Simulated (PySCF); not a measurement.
## Electronic structure of C₃H₁₀NOSi₂ (SMILES [O]CN[SiH]1C[SiH2]C1) (doublet) in real space

Input file:

```
{"job": {"kind": "epr", "basis": "pcH-1"}, "charge": 0, "multiplicity": 2}
O     -3.117521    -1.210712     0.796220
C     -2.066561    -0.550990     0.470992
N     -1.525391    -0.766470    -0.843920
Si     0.018845    -0.242783    -1.411595
C      0.448466     1.503856    -0.741672
Si     1.764784     0.799485     0.469150
C      1.481666    -0.913279    -0.354166
H     -2.221173     0.562057     0.560697
H     -1.220688    -0.695904     1.198052
H     -2.093556    -1.405798    -1.377942
H      0.006318    -0.494946    -2.849971
H      0.870264     2.162162    -1.496166
H     -0.374989     2.047074    -0.285578
H      3.109267     1.353439     0.306254
H      1.361725     0.848335     1.877282
H      1.225475    -1.724662     0.322158
H      2.326072    -1.258833    -0.943798
```

Launched as:

```sh
OMP_NUM_THREADS=1 python probes_run.py task.json out
```

Geometry: GFN2-xTB.

Level of theory: UKS B3LYP, pcH-1 on C H N O Si, non-relativistic, mean-field spin-orbit, GIAO in PySCF.

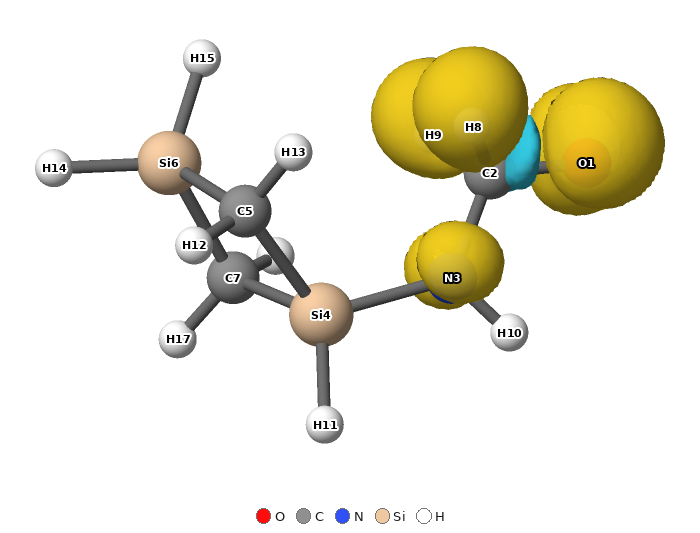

Figure 1. Isosurfaces of the spin density at +0.02 (yellow) and −0.02 e/Å³ (cyan), seen at a tilt.

Q: Which atoms carry the spin?

A: The unpaired spin (1 electron) lies mostly on O1 (about 0.6), H9 (about 0.1), H8 (about 0.1) and C2 (about 0.1), in electrons by Hirshfeld's partition.

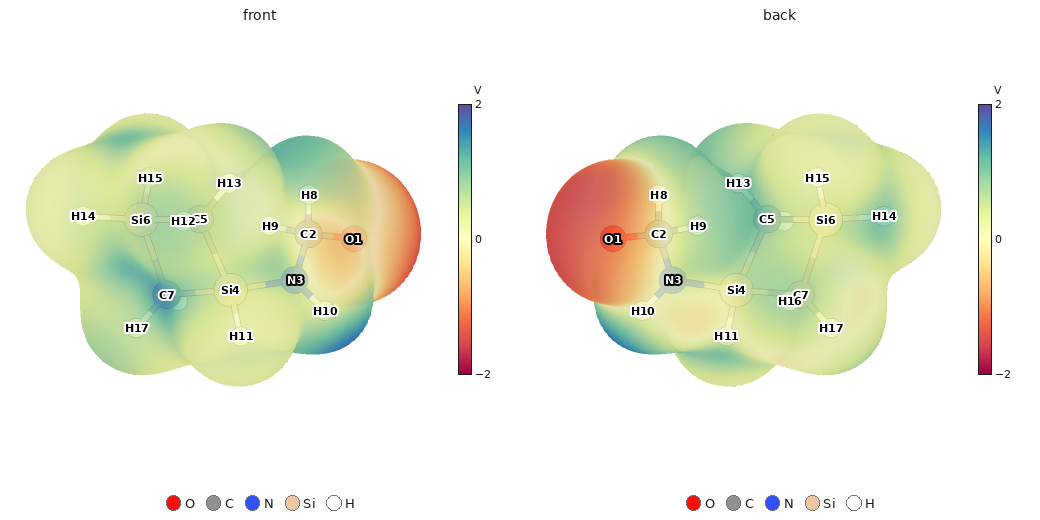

Figure 2. The electrostatic potential painted on the density surface at 0.002 e/bohr³, seen from the front and from behind; red is negative and blue positive.

Q: Describe the electrostatic potential map.

A: The most negative region (about −1.6 V, or −37 kcal/mol for a unit charge) lies over O1, the most positive (about +1.6 V, or +37 kcal/mol for a unit charge) over H10. O1 is the likeliest acceptor of a hydrogen bond.

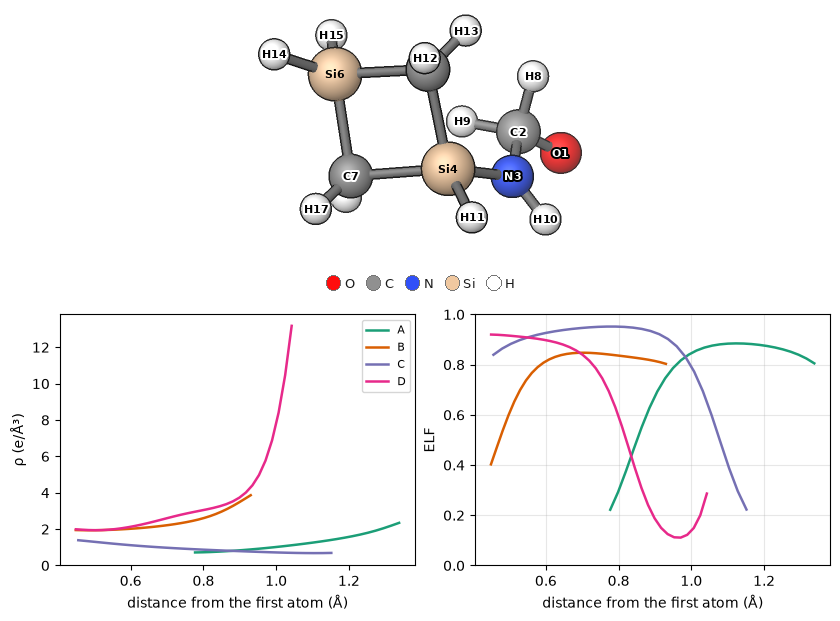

Figure 3. Electron density and ELF along straight lines between neighbouring atoms. The curves leave out the atomic cores. The structure is drawn too.

Q: Which curve belongs to which contact (C–N, C–O, C–Si and Si–N)? The first atom named is at distance zero.

A: Curve A: Si–N (1.73 Å): ρ at the midpoint is about 0.79 e/Å³; the ELF peaks at about 0.90 between the atoms, as expected for a shared but strongly polarised pair. Curve B: C–O (1.28 Å): ρ at the midpoint is about 2.1 e/Å³; the ELF peaks at about 0.85 between the atoms (a polar covalent bond). Curve C: C–Si (1.92 Å): ρ is about 0.74 e/Å³ halfway; the ELF peaks at about 0.95 between the atoms: a shared electron pair. Curve D: C–N (1.44 Å): ρ at the midpoint is about 2.7 e/Å³, with its minimum of 1.9 e/Å³ about 0.5 Å from C; the ELF peaks at about 0.90 between the atoms (a covalent bond).
